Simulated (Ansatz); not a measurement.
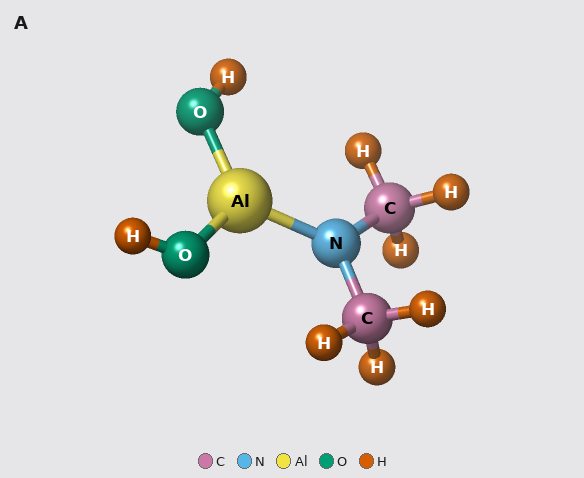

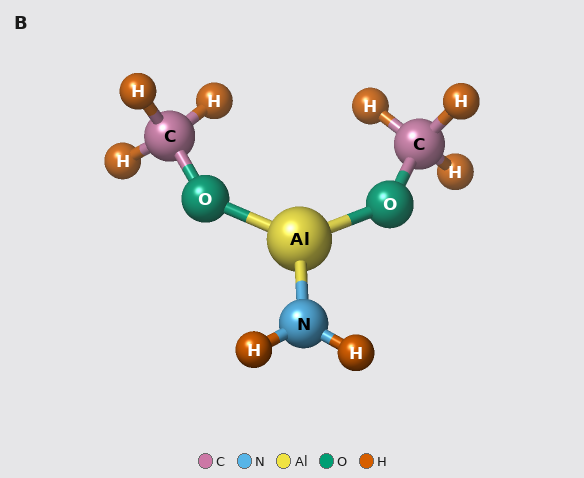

2 stationary structures of one formula. Geometries: PBE-D4/def2-SVP. Electronic energies: PBE-D4/def2-SVP (Ansatz 0.2.0), without zero-point energy. No frequency run is at hand to confirm each as a minimum. Each is one conformer, not always the lowest.

Are they conformers, stereoisomers or constitutional isomers?

Answer. They are constitutional isomers of C2H8AlNO2: A `C[N](C)[Al]([OH])[OH]`, B `C[O][Al]([NH2])[O]C`.

Which is lowest in energy, and by how much?

Answer. A is lowest; B lies 9.1 kcal/mol above it.
